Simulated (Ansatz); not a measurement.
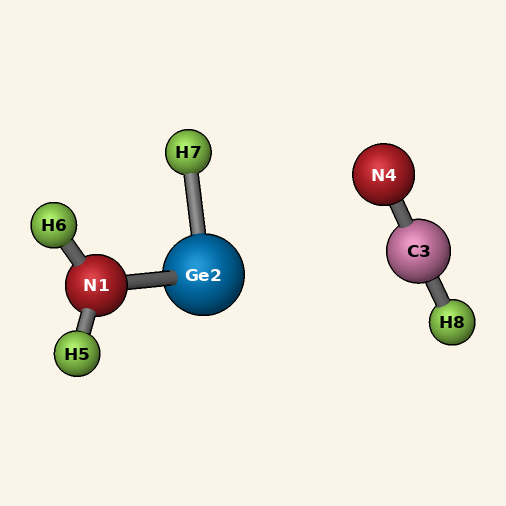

The questions are on Mulliken charges. The computed structure is the end point of a PBE0-D4/def2-TZVP optimisation. Method: RKS PBE-D4/def2-TZVPP (Ansatz 0.2.0).

Q: Which atom carries the highest charge (most positive or least negative)?

A: H8 (0.22 e).

Q: And the lowest?

A: N1 (−0.38 e).

Give the Mulliken charges atom by atom.

```
atom  value (e)
  N1      −0.38
 Ge2       0.10
  C3      −0.30
  N4       0.09
  H5       0.16
  H6       0.18
  H7      −0.07
  H8       0.22
```

Mulliken values depend strongly on the basis set and can even reverse the polarity of a bond.
